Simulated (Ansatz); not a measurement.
## Run report: AlPH$_{4}$F$_{2}$, geometry relaxation (part 2 of 2)

Continued. System: AlPH$_{4}$F$_{2}$. Method: RHF/def2-SVP (Ansatz 0.2.0). It belongs to a series of runs on one base structure; here: end point B relaxed.

Geometry of the input (Å):
```
Al 0.0067  -0.6272  -0.3578
H  0.1651  0.2455  2.2572
F  1.3576  0.2872  -0.5523
F  -1.3940  0.0355  -0.8988
P  -0.0005  -2.6263  0.7550
H  -0.5663  -3.4520  -0.2384
H  1.3483  -2.9860  0.5419
H  0.0308  -0.4547  2.2491
```

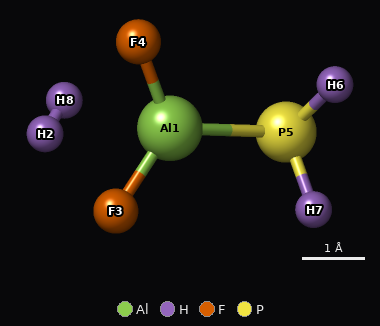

**Figure 1.** The geometry at step 16 of the log (ball-and-stick view, seen at a tilt; atoms are numbered from 1 in the order of the input).

Trajectory as extended XYZ, continued:
```
8
Properties=species:S:1:pos:R:3:forces:R:3 step=9 energy=-21324.11641
Al    0.0032   -0.7724   -0.3586   -0.0726  -0.0146   0.0263
H     0.2839    0.6777    2.4421   -0.1022  -0.1703   0.0713
F     1.3275    0.2014   -0.3779   -0.0033   0.0178  -0.0098
F    -1.3879   -0.1562   -0.9880    0.0858  -0.0245   0.0314
P     0.0488   -2.8834    0.5932    0.0447  -0.0358  -0.1081
H    -0.6059   -3.5375   -0.4779    0.0104   0.0254   0.0514
H     1.3692   -3.1994    0.1922   -0.0597   0.0227   0.0236
H    -0.0912    0.0921    2.7310    0.0968   0.1793  -0.0860
8
Properties=species:S:1:pos:R:3:forces:R:3 step=10 energy=-21324.11934
Al    0.0048   -0.7765   -0.3056   -0.0155  -0.0701  -0.0636
H     0.2783    0.7047    2.3974   -0.0966  -0.1498   0.0617
F     1.3348    0.1896   -0.3271    0.0033   0.0263   0.0234
F    -1.3783   -0.1451   -0.9349    0.0354  -0.0158   0.0558
P     0.0686   -2.9184    0.5782    0.0488  -0.0336  -0.0669
H    -0.6176   -3.5510   -0.4861    0.0214   0.0555   0.0437
H     1.3790   -3.2245    0.1356   -0.0854   0.0358   0.0253
H    -0.1220    0.1433    2.6985    0.0886   0.1516  -0.0794
8
Properties=species:S:1:pos:R:3:forces:R:3 step=11 energy=-21324.10737 accepted=F
Al    0.0360   -0.8237   -0.2536   -0.1366   0.2501   0.3170
H     0.2698    0.7612    2.2589   -0.2139  -0.2495   0.1503
F     1.3418    0.1787   -0.1559   -0.0239  -0.1280  -0.1363
F    -1.3710   -0.1105   -0.7401    0.1792  -0.1860  -0.0378
P     0.1133   -3.0034    0.5464    0.0629   0.0994  -0.2850
H    -0.6427   -3.5626   -0.5159    0.1040  -0.0068   0.0924
H     1.4009   -3.2911    0.0212   -0.1662  -0.0188   0.0344
H    -0.2004    0.2735    2.5951    0.1944   0.2396  -0.1350
8
Properties=species:S:1:pos:R:3:forces:R:3 step=12 energy=-21324.12324
Al    0.0239   -0.7929   -0.2836   -0.0952   0.0951   0.0345
H     0.2691    0.7103    2.3393   -0.0510  -0.0753   0.0336
F     1.3484    0.1837   -0.2923   -0.0063  -0.0342  -0.0138
F    -1.3769   -0.1254   -0.8390    0.1066  -0.0836   0.0322
P     0.0868   -2.9459    0.5676    0.0314   0.0066  -0.0697
H    -0.6230   -3.5484   -0.4971    0.0191   0.0128   0.0244
H     1.3864   -3.2516    0.0995   -0.0501   0.0038   0.0077
H    -0.1670    0.1923    2.6615    0.0455   0.0748  -0.0491
8
Properties=species:S:1:pos:R:3:forces:R:3 step=13 energy=-21324.12620
Al    0.0335   -0.7990   -0.2198   -0.0365   0.0756   0.0109
H     0.2561    0.7273    2.2644   -0.0965  -0.1194   0.0710
F     1.3630    0.1726   -0.2362   -0.0128  -0.0526  -0.0026
F    -1.3676   -0.1087   -0.7432    0.0693  -0.0898   0.0359
P     0.1104   -2.9836    0.5560    0.0236   0.0299  -0.0814
H    -0.6343   -3.5475   -0.5076    0.0430   0.0275   0.0408
H     1.3964   -3.2803    0.0432   -0.0795   0.0167   0.0091
H    -0.2097    0.2413    2.5991    0.0894   0.1121  -0.0836
8
Properties=species:S:1:pos:R:3:forces:R:3 step=14 energy=-21324.12818
Al    0.0433   -0.7992   -0.1741   -0.0070   0.0854  -0.0211
H     0.2458    0.7210    2.2099   -0.1065  -0.1207   0.0839
F     1.3774    0.1674   -0.2139   -0.0327  -0.0732   0.0111
F    -1.3613   -0.1013   -0.6774    0.0554  -0.0852   0.0421
P     0.1232   -2.9998    0.5571    0.0105   0.0410  -0.0796
H    -0.6409   -3.5336   -0.5091    0.0522   0.0299   0.0512
H     1.3993   -3.2880    0.0159   -0.0724   0.0124   0.0083
H    -0.2391    0.2557    2.5477    0.1005   0.1105  -0.0959
8
Properties=species:S:1:pos:R:3:forces:R:3 step=15 energy=-21324.13083
Al    0.0574   -0.7932   -0.1212    0.0332   0.1419  -0.0647
H     0.2343    0.6907    2.1433   -0.0840  -0.0884   0.0766
F     1.3979    0.1660   -0.2033   -0.0833  -0.1093   0.0306
F    -1.3548   -0.0942   -0.6014    0.0483  -0.0696   0.0459
P     0.1357   -3.0043    0.5688   -0.0112   0.0233  -0.0609
H    -0.6474   -3.5039   -0.5006    0.0461   0.0251   0.0582
H     1.3983   -3.2856   -0.0026   -0.0321   0.0004   0.0044
H    -0.2738    0.2465    2.4729    0.0830   0.0766  -0.0902
8
Properties=species:S:1:pos:R:3:forces:R:3 step=16 energy=-21324.13322
Al    0.0718   -0.7808   -0.0706    0.1114   0.2198  -0.0322
H     0.2260    0.6453    2.0651   -0.0841  -0.0800   0.0863
F     1.4189    0.1720   -0.1832   -0.1515  -0.1599   0.0204
F    -1.3499   -0.0769   -0.5123    0.0291  -0.0572   0.0128
P     0.1508   -2.9996    0.5858   -0.0261  -0.0075  -0.0768
H    -0.6545   -3.4722   -0.4798    0.0354   0.0163   0.0701
H     1.3971   -3.2837   -0.0168   -0.0036   0.0014   0.0082
H    -0.3123    0.2180    2.3678    0.0894   0.0670  -0.0887
8
Properties=species:S:1:pos:R:3:forces:R:3 step=17 energy=-21324.13586
Al    0.0835   -0.7525   -0.0254    0.0531   0.2066  -0.0747
H     0.2331    0.5640    2.0143   -0.1664  -0.1240   0.1091
F     1.4348    0.1831   -0.1948   -0.0936  -0.0970   0.0336
F    -1.3466   -0.0650   -0.4655    0.0067  -0.0175   0.0043
P     0.1605   -2.9680    0.6176   -0.0315  -0.0832  -0.0046
H    -0.6617   -3.4286   -0.4371   -0.0072   0.0014   0.0383
H     1.3909   -3.2581   -0.0084    0.0592  -0.0105  -0.0029
H    -0.3468    0.1471    2.2553    0.1798   0.1243  -0.1031
8
Properties=species:S:1:pos:R:3:forces:R:3 step=18 energy=-21324.13738
Al    0.0733   -0.7542   -0.0523   -0.0108   0.0928   0.0126
H     0.2597    0.5718    2.0630   -0.2078  -0.1611   0.0538
F     1.4186    0.1877   -0.1813    0.0412  -0.0167  -0.0189
F    -1.3533   -0.0635   -0.4944   -0.0165  -0.0202  -0.0067
P     0.1599   -2.9672    0.6107   -0.0274  -0.0436  -0.0212
H    -0.6630   -3.4494   -0.4338    0.0122  -0.0006   0.0307
H     1.3954   -3.2620   -0.0059    0.0183  -0.0015  -0.0062
H    -0.3429    0.1588    2.2500    0.1908   0.1508  -0.0440
8
Properties=species:S:1:pos:R:3:forces:R:3 step=19 energy=-21324.13600 accepted=F
Al    0.0560   -0.7530   -0.0477   -0.0763  -0.0284   0.0703
H     0.2793    0.5297    2.0565   -0.0075  -0.0139   0.0023
F     1.4281    0.1426   -0.2019    0.0647   0.0432  -0.0238
F    -1.3622   -0.0337   -0.4678   -0.0285   0.0071  -0.0282
P     0.1367   -2.9700    0.6169   -0.0039   0.0662  -0.0230
H    -0.6377   -3.4699   -0.4554    0.0135   0.0080   0.0070
H     1.3993   -3.1918    0.0260    0.0370  -0.0965  -0.0113
H    -0.3519    0.1682    2.2294    0.0010   0.0143   0.0067
8
Properties=species:S:1:pos:R:3:forces:R:3 step=20 energy=-21324.13743
Al    0.0637   -0.7423   -0.0421    0.0558  -0.0257  -0.1193
H     0.2633    0.5530    2.0792   -0.0206  -0.0241  -0.0074
F     1.4251    0.1700   -0.2136   -0.0020   0.0118   0.0489
F    -1.3556   -0.0505   -0.5042   -0.0275   0.0021   0.0465
P     0.1572   -2.9638    0.6080   -0.0335  -0.0353   0.0317
H    -0.6546   -3.4598   -0.4382    0.0085   0.0304   0.0212
H     1.4005   -3.2532    0.0037    0.0029   0.0258  -0.0079
H    -0.3519    0.1686    2.2633    0.0164   0.0150  -0.0138
8
Properties=species:S:1:pos:R:3:forces:R:3 step=21 energy=-21324.13929
Al    0.0702   -0.7439   -0.0388    0.0203   0.0354  -0.0057
H     0.2590    0.5350    2.0423    0.0048  -0.0039   0.0138
F     1.4321    0.1714   -0.1987   -0.0118  -0.0142   0.0038
F    -1.3559   -0.0388   -0.4603   -0.0066  -0.0194  -0.0065
P     0.1586   -2.9646    0.6125   -0.0249  -0.0016   0.0068
H    -0.6536   -3.4543   -0.4353   -0.0008   0.0051   0.0082
H     1.4006   -3.2482    0.0045    0.0203  -0.0047  -0.0135
H    -0.3632    0.1655    2.2297   -0.0013   0.0033  -0.0070
8
Properties=species:S:1:pos:R:3:forces:R:3 step=22 energy=-21324.13960
Al    0.0738   -0.7474   -0.0523    0.0103   0.0176   0.0094
H     0.2627    0.5323    2.0681    0.0625   0.0319  -0.0096
F     1.4322    0.1732   -0.2022    0.0004  -0.0053   0.0022
F    -1.3534   -0.0488   -0.4795   -0.0096  -0.0100  -0.0037
P     0.1657   -2.9641    0.6118   -0.0521   0.0200   0.0248
H    -0.6597   -3.4550   -0.4245   -0.0069  -0.0050  -0.0004
H     1.3982   -3.2509   -0.0099    0.0566  -0.0177  -0.0298
H    -0.3719    0.1828    2.2444   -0.0613  -0.0315   0.0073
8
Properties=species:S:1:pos:R:3:forces:R:3 step=23 energy=-21324.14001
Al    0.0799   -0.7406   -0.0395    0.0185  -0.0023  -0.0068
H     0.2720    0.5007    2.0661    0.0111   0.0130   0.0006
F     1.4353    0.1870   -0.1763   -0.0014  -0.0055  -0.0043
F    -1.3478   -0.0603   -0.4942   -0.0090   0.0087   0.0100
P     0.1843   -2.9582    0.6198    0.0029   0.0024   0.0040
H    -0.6801   -3.4465   -0.3853   -0.0009  -0.0020  -0.0034
H     1.3952   -3.2494   -0.0471    0.0010  -0.0069  -0.0018
H    -0.3910    0.1893    2.2126   -0.0222  -0.0074   0.0017
```

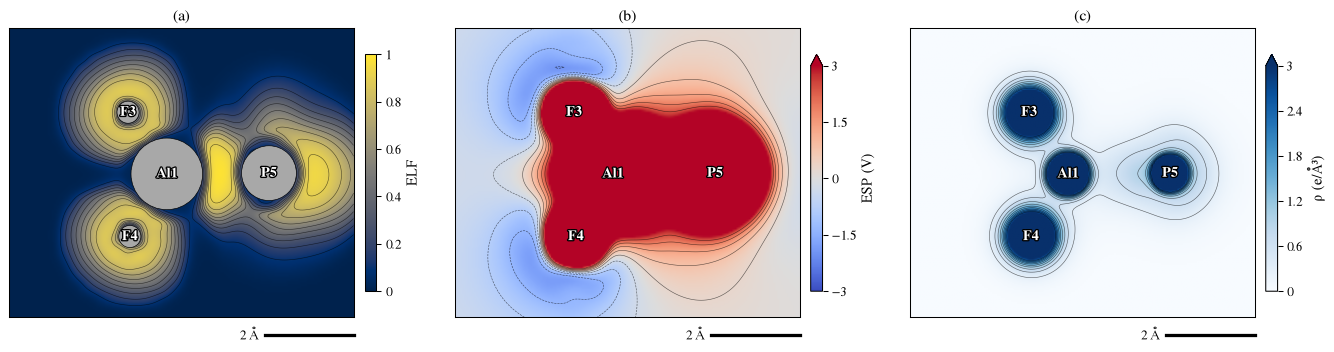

**Figure 2.** (a) electron localisation function; (b) molecular electrostatic potential; (c) electron density on the plane of atoms F3, Al1 and F4. Grey discs, where drawn, cover atomic cores. Al–P (2.32 Å): ρ at the midpoint is about 0.64 e/Å³; the ELF peaks at about 1 between the atoms, which marks localised, shared-pair bonding.

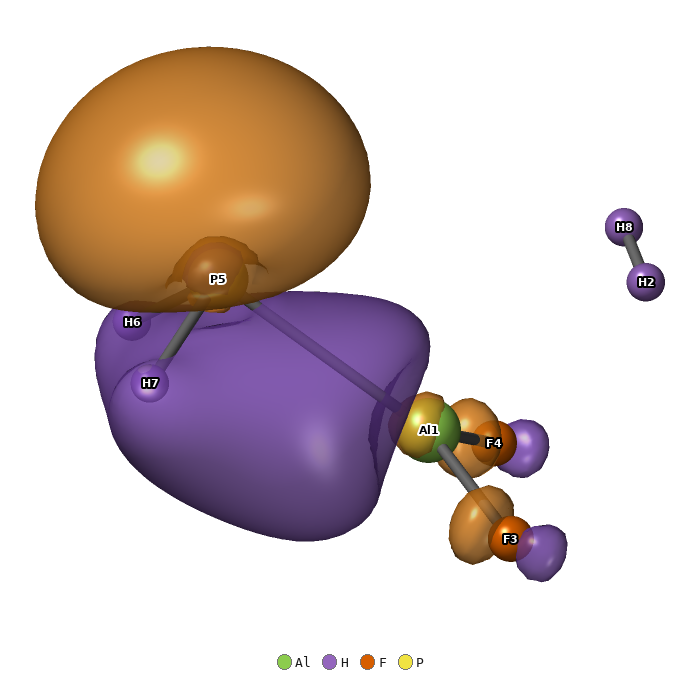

**Figure 3.** One frontier orbital at ±0.1 Å⁻³ᐟ² (orange and purple are the two phases), seen from the side. The HOMO, at −10.24 eV.

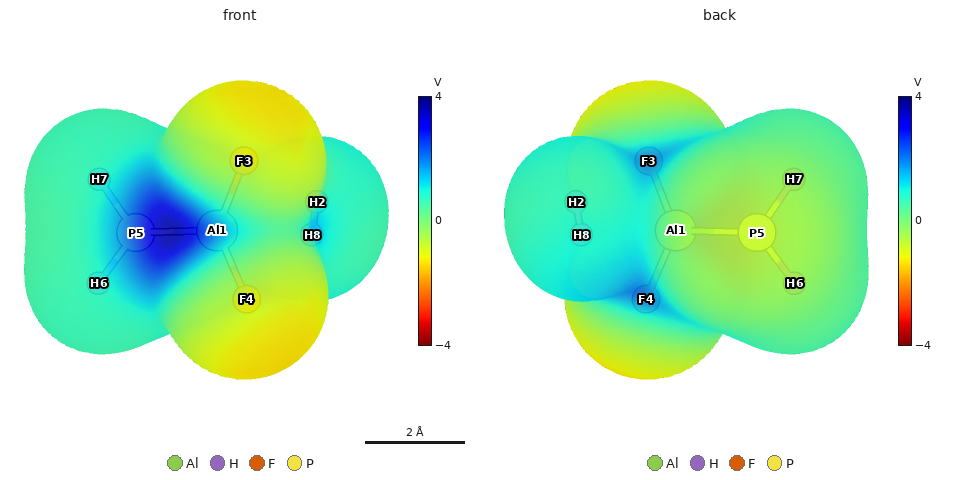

**Figure 4.** The electrostatic potential painted on the density surface at 0.001 e/bohr³, seen at a tilt and from behind; red is negative and blue positive. A positive charge is drawn to the negative regions and a negative charge to the positive ones.

Summary:

```json
{"quantity": "outcome", "value": "converged"}
{"quantity": "total energy", "value": "−21324.1400 eV"}
{"quantity": "mean-field energy", "value": "−21324.1400 eV"}
{"quantity": "largest force (length of the vector) at the end", "value": "0.023 eV/Å"}
{"quantity": "wall time", "value": "32 s"}
{"quantity": "peak memory", "value": "0.15 GiB"}
```
